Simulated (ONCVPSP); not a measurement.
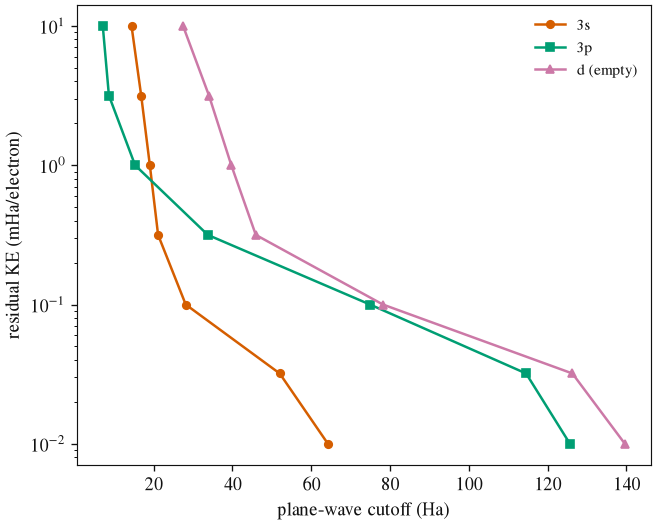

Residual kinetic energy of the pseudo-waves (the first of each channel, and further valence shells) beyond the plane-wave cutoff, as the generator prints it.

- Element: argon
- Generator: ONCVPSP 4.0.1
- Type: optimised norm-conserving Vanderbilt (ONCV)
- Functional: PBEsol
- Relativity: scalar-relativistic
- Frozen core: [Ne]
- Valence charge: 8
- Reference configuration: 3s2 3p4 (charge +2)
- Partial waves: 3s: rc 1.25 bohr, ncon 3, nbas 6, qcut 6.7 1/bohr, 1 projector; 3p: rc 1.25 bohr, ncon 4, nbas 8, qcut 5.7 1/bohr, 3 projectors, debl 1.1 Ha; d scattering state at 0.41 Ha: rc 1.10 bohr, ncon 4, nbas 7, qcut 9.5 1/bohr, 3 projectors, debl 3.2 Ha
- Local potential: polynomial inside 0.70 bohr (lpopt 3, dvloc0 0 Ha)
- Core correction: Teter function, fcfact 4.25, rcfact 1.5

In the p channel the program set the typed energies aside and used -1.300, 0.250, 1.350 Ha. In the d channel the program set the typed energies aside and used 0.050, 3.250, 6.450 Ha.

### At which cutoff does each wave reach 1 mHa per electron?

d (empty): 40 Ha; 3s: 19 Ha; 3p: 15 Ha.

### Which cutoffs does the potential need for its occupied states?

19 Ha for 1 mHa and 75 Ha for 0.1 mHa per electron. The first is set by 3s.

### Which wave is the hardest at 1 mHa per electron, and which settings govern it?

d (empty), with rc = 1.10 bohr and qcut = 9.5 1/bohr. The optimisation minimises, but can't always remove, the kinetic energy above qcut²/2 = 45.1 Ha, and a larger rc would as a rule soften the wave at some cost in transferability.

The potential isn't sound: its ghost test gives GHOST(-) flagged for p at -716.5 eV, d at -1231.2 eV; no localised positive-energy state flagged (flags above 300 eV left out).
